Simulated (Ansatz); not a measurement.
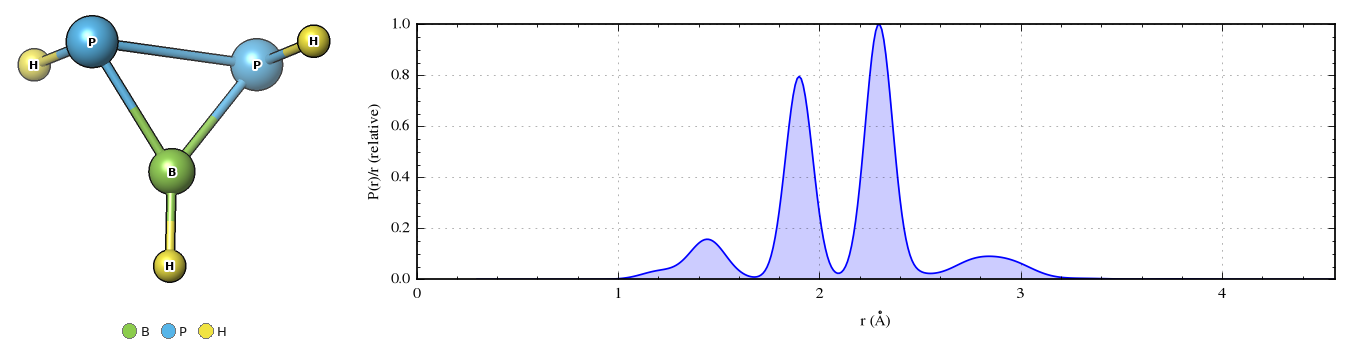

Simulated gas electron diffraction: radial distribution curve of BH₃P₂. Each pair of atoms contributes with weight ZᵢZⱼ/r; damping constant 0.001 Å²; vibrational amplitudes assumed, not computed: 0.05 Å for bonds, 0.078 Å for bonds to H, 0.06 + 0.015 r up to 0.15 Å for other pairs. The geometry is the end point of an optimisation (RKS PBE-D4/def2-SVP in Ansatz 0.2.0); it may be a saddle point or a higher isomer.

Question: Read the positions of the first 4 clear peaks and name the main pairs (– for bonds).

Answer: Peak 1, 1.44 Å: P–H 1.44 Å (×2); in its flanks B–H 1.21 Å
Peak 2, 1.90 Å: P–B 1.90 Å (×2)
Peak 3, 2.30 Å: P–P 2.30 Å
Peak 4, 2.84 Å: P···H 2.76–2.95 Å (×4), not resolved
